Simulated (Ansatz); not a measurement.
# Calculations on SiH6O

## 1. Relaxation

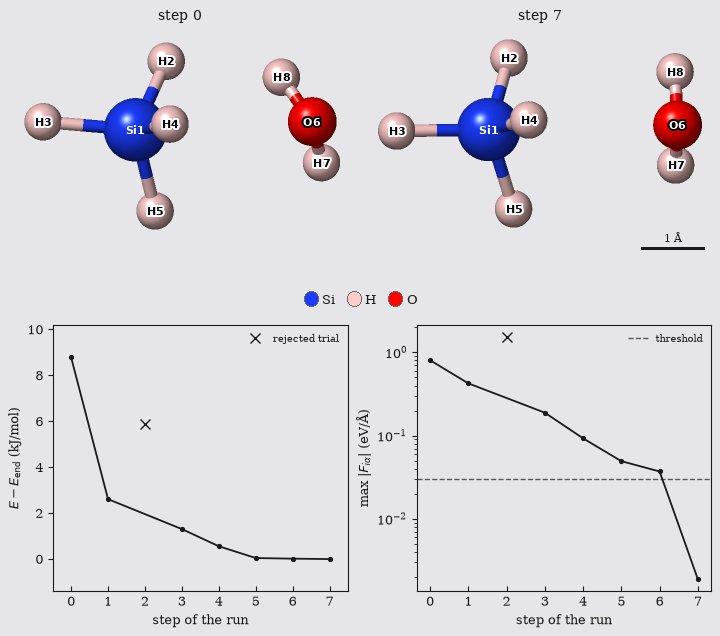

First and last geometry of a relaxation of SiH6O, with the history of the run. The picture is a ball-and-stick view, seen at a tilt.

The run prepares an end point of a later path (reaction) calculation, from a guessed geometry.

All numbers below come from RKS r2SCANh-D4/6-31G* in Ansatz.

Input file:
```yaml
crystal:
  periodic: [false, false, false]
  atoms:
    - { symbol: Si, position_ang: [0.287783, 0.052221, -0.117702] }
    - { symbol: H, position_ang: [0.126303, -0.053324, 1.340974] }
    - { symbol: H, position_ang: [1.748425, -0.007205, -0.404929] }
    - { symbol: H, position_ang: [-0.24492, 1.338121, -0.616546] }
    - { symbol: H, position_ang: [-0.354751, -1.10929, -0.779692] }
    - { symbol: O, position_ang: [-2.399176, 0.051021, 0.928567] }
    - { symbol: H, position_ang: [-2.70612, -0.852569, 0.780068] }
    - { symbol: H, position_ang: [-1.719743, -0.048674, 1.633061] }
basis:
  gaussian: { orbitals: "6-31G*" }
hamiltonian:
  xc: r2scanh
  dispersion: d4
relax:
  f_tol: 0.03
  max_steps: 50
```

Run as
```bash
ansatz run input.yaml --threads 1 --pin off --max-ram 2048MiB --backend cpu --events-out ev --progress --plain --runs-dir out
```

> Read the history and describe the run.

It converged. The atom that moves furthest after the best rigid fit is H8 (0.55 Å). Largest moves by element: H 0.55 Å, Si 0.11 Å, O 0.10 Å. Among the contacts that change: O6–H8 0.984 → 0.965 Å, Si1–H2 1.471 → 1.486 Å. Over 6 accepted moves (7 points after the start) the energy falls by 8.78 kJ/mol. The largest force component goes from 0.81 to 0.0019 eV/Å. The line search rejected the trial step at point 2 of the run.

```tsv
step	E − E(0), kJ/mol	largest force component, eV/Å	note
0	0.00	0.8053	
1	-6.17	0.4245	
2	-2.88	1.5203	rejected
3	-7.48	0.1887	
4	-8.22	0.0928	
5	-8.74	0.0494	
6	-8.77	0.0371	
7	-8.78	0.0019
```

## 2. Relaxation

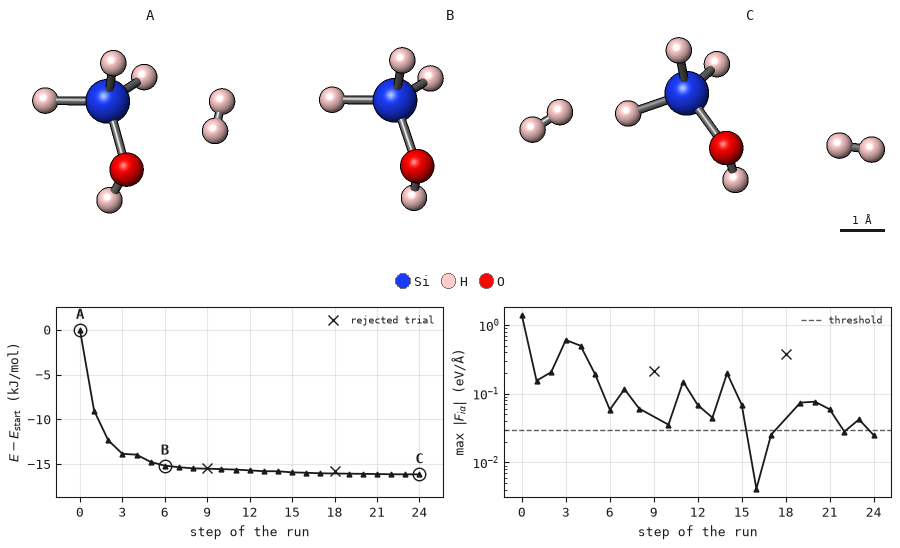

Frames of a relaxation of SiH$_{6}$O, marked on the history of the run. The picture is a ball-and-stick view, seen from a free direction.

The run prepares an end point of a later path (reaction) calculation, from a guessed geometry.

Theory: Ansatz 0.2.0, RKS r2SCANh-D4/6-31G*.

Input
```yaml
crystal:
  periodic: [false, false, false]
  atoms:
    - { symbol: Si, position_ang: [-0.456471, -0.134799, -0.381115] }
    - { symbol: H, position_ang: [0.06964, 0.694391, 2.100405] }
    - { symbol: H, position_ang: [0.751454, -0.790503, 0.187621] }
    - { symbol: H, position_ang: [-0.215269, 1.320388, -0.497833] }
    - { symbol: H, position_ang: [-0.665456, -0.709854, -1.743706] }
    - { symbol: O, position_ang: [-1.833288, -0.351147, 0.543582] }
    - { symbol: H, position_ang: [-2.300618, -1.177719, 0.381821] }
    - { symbol: H, position_ang: [-0.612191, 0.519543, 2.173025] }
basis:
  gaussian: { orbitals: "6-31G*" }
hamiltonian:
  xc: r2scanh
  dispersion: d4
relax:
  f_tol: 0.03
  max_steps: 50
```

Run as
```bash
ansatz run input.yaml --threads 1 --pin off --max-ram 2048MiB --backend cpu --events-out ev --progress --plain --runs-dir out
```

### What happens along the run?

Over 22 accepted moves (24 points after the start) the energy falls by 16.1 kJ/mol. Largest force component: 1.4 eV/Å at the start, 0.025 eV/Å at the end. The line search rejected the trial steps at points 9, 18 of the run. The forces were under the threshold at step 16, but the run went on from there. The atom that moves furthest after the best rigid fit is H2 (1.59 Å). Largest moves by element: H 1.59 Å, Si 0.52 Å, O 0.50 Å. Near-neighbour distances that change, for instance: H2–H8 0.708 → 0.742 Å, Si1–O6 1.673 → 1.662 Å. Among the angles between lasting bonds that change: H5–Si1–O6 109.8° → 112.1°. Groups turn about Si1–O6 by about 25°. The run took 25 s on 1 thread of Intel(R) Xeon(R) 6975P-C (Granite Rapids), with other jobs on the host, peak memory 0.13 GiB. From step 0 to 6: H2 moves most (0.93 Å), energy −15.2 kJ/mol. From step 6 to 24: H2 moves most (0.80 Å), energy −0.97 kJ/mol.

```tsv
step	E − E(0), kJ/mol	largest force component, eV/Å	note
0	0.00	1.3882	
1	-9.01	0.1553	
2	-12.33	0.2071	
3	-13.84	0.6082	
4	-13.93	0.5024	
5	-14.74	0.1918	
6	-15.16	0.0587	
7	-15.33	0.1169	
8	-15.46	0.0610	
9	-15.44	0.2118	rejected
10	-15.54	0.0355	
11	-15.60	0.1504	
12	-15.69	0.0685	
13	-15.78	0.0449	
14	-15.79	0.1994	
15	-15.91	0.0691	
16	-15.95	0.0041	
17	-16.01	0.0253	
18	-15.76	0.3815	rejected
19	-16.06	0.0744	
20	-16.07	0.0768	
21	-16.10	0.0594	
22	-16.12	0.0281	
23	-16.13	0.0423	
24	-16.13	0.0250
```

Limits of the set-up: the start holds two separate molecules, 2.2 Å apart at their closest, whose relative position is a soft coordinate.

## 3. Path

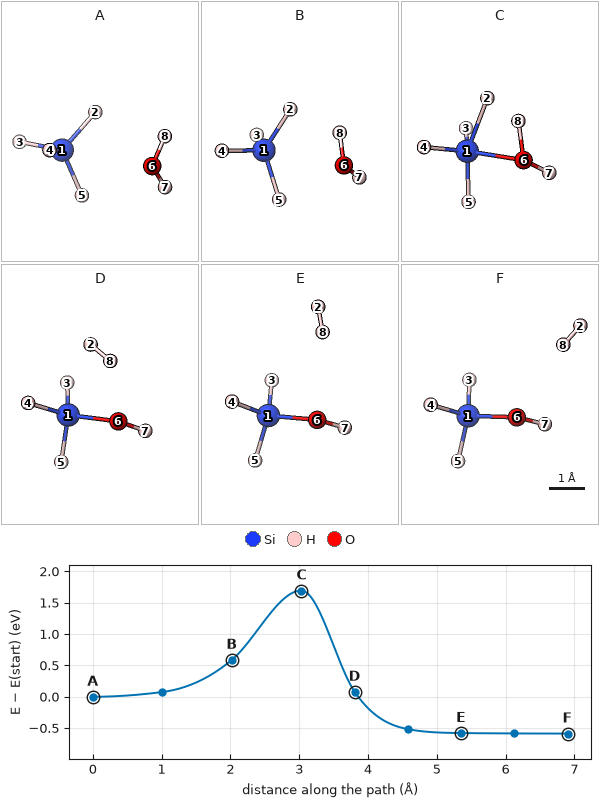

A search for the minimum-energy path of SiH6O, made up at the start of SiH₄ and H₂O by the nudged elastic band. Images are numbered from 0 (start) to 8 (end). Frames A to F are images 0, 2, 3, 4, 6, 8. A ball-and-stick model, seen at a tilt.

The calculation used RKS r2SCANh-D4/6-31G* (Ansatz). Settings: 7 movable images; climbing image; force threshold 0.05 eV/Å; iteration limit 60; starting path through a guess of the saddle point.

Describe the mechanism and the energy profile.

Answer. The energy climbs by 1.70 eV to image 3 and then falls by 2.28 eV, so the end point sits at −0.59 eV. Breaking: O6–H8 (0.97 → 1.14 at the top → 2.60 Å), Si1–H2 (1.49 → 1.76 at the top → 4.49 Å). Forming: H2–H8 (2.68 → 1.15 at the top → 0.74 Å), Si1–O6 (3.07 → 1.89 at the top → 1.66 Å). The band converged in 25 iterations, with a climbing image at the top. At the top, the vibrational analysis gives one imaginary mode (1301i cm⁻¹), as a transition state must have.

Limits of the set-up: the start holds two separate molecules, 2.7 Å apart at their closest, whose relative position is a soft coordinate.

The run took 2.8 min on 1 thread of Intel(R) Xeon(R) 6975P-C (Granite Rapids) (shared host), peak memory 0.12 GiB.
